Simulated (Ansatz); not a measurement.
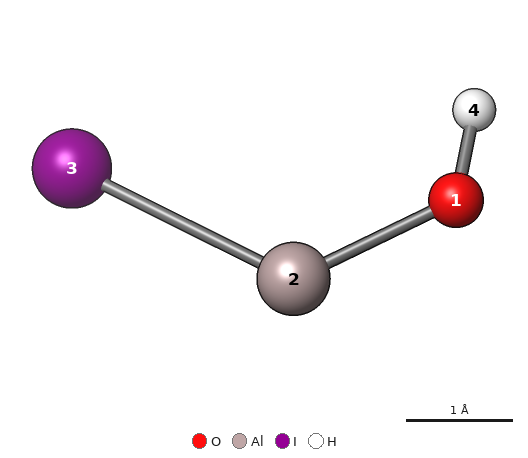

State: neutral, doublet. The geometry was computed by an optimisation with PBE-D4/def2-SVP. No frequency run is at hand to confirm it as a minimum.

Q: What is the geometry at O1?

A: O1 has 2 neighbours (Al2 at 1.72, H4 at 0.97 Å); the arrangement is bent.

Q: How are the neighbours of atom 2 arranged?

A: Al2 has 2 neighbours (O1 at 1.72, I3 at 2.53 Å); the arrangement is bent.
